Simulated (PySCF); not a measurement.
# NH3S (Thiohydroxylamine): CCSDT/STO-6G

Aim: the energy change on altering one bond length of NH3S (Thiohydroxylamine) at CCSDT/STO-6G, from 2 runs. The job is set up through a Python script.

The calculation is run with PySCF 2.14.0.

11 further runs of the same task are left out: 11 set aside as unsound or not needed.

**1. Starting point**

NH3S has 5 atoms, charge 0, and is taken as a singlet. SMILES: `NS`. Geometry: relaxed at GFN2-xTB. This is one conformer, not always the lowest.

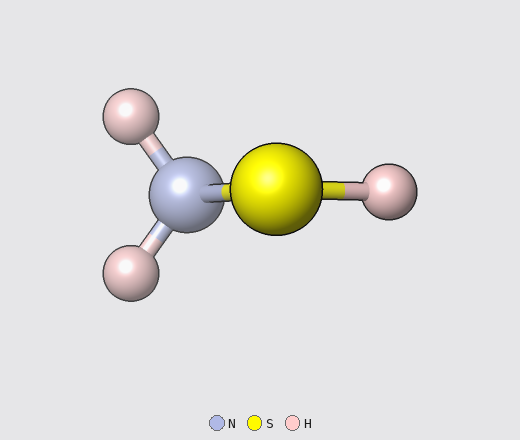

Viewed from a chosen angle; nitrogen light blue, sulfur yellow, hydrogen pink.

**2. A single-point energy at CCSDT/STO-6G**

input.py

```python
from pyscf import gto, cc

mol = gto.M(
    atom='''
N     -0.162760    -0.507400    -0.231700
S      0.168270     0.954370     0.610330
H      0.015040    -1.300690     0.375430
H     -1.135990    -0.524720    -0.519210
H      1.115440     1.378440    -0.234860
''',
    spin=0,
    verbose=3,
    max_memory=1860,
    charge=0,
    basis='sto-6g',
)

hf = mol.RHF()
hf.conv_tol = 1e-10
hf.kernel()
if not hf.converged:
    hf = hf.newton().run(hf.mo_coeff, hf.mo_occ)

mycc = cc.CCSDT(hf, frozen=6)
mycc.kernel()
etot = mycc.e_tot
print('Final energy', etot)
```

The run is started by

```bash
$ OMP_NUM_THREADS=1 python input.py
```

The log of the run:

```text
converged SCF energy = -452.146769824494
_make_eris_incore_RCCSDT

WARN: A large `blksize` is being used, which may cause large memory consumption
      for storing contraction intermediates. If memory is sufficient, consider using
      `pyscf.cc.rccsdt_highm.RCCSDT` instead.

RCCSDT converged
E(RCCSDT) = -452.2439020935009   E_corr = -0.09713226900701583
E_corr(same-spin) = -0.00467625866343
E_corr(oppo-spin) = -0.0924560103435858
Final energy -452.24390209350094
```

Run time: 0.86 s. Hardware: 1 thread of Intel Xeon Platinum 8488C (Sapphire Rapids), shared host; peak memory 0.12 GiB.

**3. The distorted shape**

input.xyz

```xyz
5
H3NS
N     -0.636346    -0.719435     0.190896
S     -0.305316     0.742335     1.032926
H     -0.458546    -1.512725     0.798026
H     -1.609576    -0.736755    -0.096614
H      1.115440     1.378440    -0.234860
```

run.py

```python
from pyscf import gto, cc

system = gto.Mole()
system.atom = 'input.xyz'
system.basis = 'sto-6g'
system.verbose = 3
system.max_memory = 1860
system.charge = 0
system.build()

calc0 = system.RHF()
calc0.conv_tol = 1e-10
calc0.kernel()
if not calc0.converged:
    calc0 = calc0.newton().run(calc0.mo_coeff, calc0.mo_occ)

mycc = cc.CCSDT(calc0, frozen=6)
mycc.kernel()
energy = mycc.e_tot
print('E = %.10f Eh' % energy)
```

The run is started by

```bash
$ OMP_NUM_THREADS=1 python run.py
```

The log of the run:

```text
converged SCF energy = -452.012621488547
_make_eris_incore_RCCSDT

WARN: A large `blksize` is being used, which may cause large memory consumption
      for storing contraction intermediates. If memory is sufficient, consider using
      `pyscf.cc.rccsdt_highm.RCCSDT` instead.

RCCSDT converged
E(RCCSDT) = -452.1641272532132   E_corr = -0.1515057646663152
E_corr(same-spin) = -0.00683071647399815
E_corr(oppo-spin) = -0.144675048192317
E = -452.1641272532 Eh
```

It took 0.94 s on 1 thread of Intel Xeon Platinum 8488C (Sapphire Rapids), shared host; peak memory 0.12 GiB.

**4. Results**

Level: CCSDT/STO-6G, 6 core orbitals frozen.

```
                                                         quantity          value
                                        first shape: total energy  -452.24390 Eh
                first shape: dipole moment (Hartree–Fock density)         0.79 D
                 first shape: HOMO energy (Hartree–Fock orbitals)       -7.48 eV
                 first shape: LUMO energy (Hartree–Fock orbitals)       11.79 eV
               first shape: HOMO–LUMO gap (Hartree–Fock orbitals)       19.27 eV
         first shape: correlation energy (6 core orbitals frozen)      -97.1 mEh
                                       first shape: T1 diagnostic          0.006
                                    distorted shape: total energy  -452.16413 Eh
            distorted shape: dipole moment (Hartree–Fock density)         1.52 D
             distorted shape: HOMO energy (Hartree–Fock orbitals)       -7.27 eV
             distorted shape: LUMO energy (Hartree–Fock orbitals)        5.55 eV
           distorted shape: HOMO–LUMO gap (Hartree–Fock orbitals)       12.82 eV
     distorted shape: correlation energy (6 core orbitals frozen)     -151.5 mEh
                                   distorted shape: T1 diagnostic          0.013
energy change with the S2–H5 bond stretched from 1.338 to 2.008 Å       2.171 eV
```

With the S2–H5 bond stretched from 1.338 to 2.008 Å the energy rises by 2.17 eV (50 kcal/mol). The first shape isn't relaxed at this level, so the change isn't measured from a minimum. The minimal basis adds a large error of its own. Mulliken charges (first shape) of the mean-field density run from -0.50 on N1 to +0.21 on S2. Mulliken charges (distorted shape) of the mean-field density run from -0.50 on N1 to +0.23 on S2; they depend strongly on the basis.
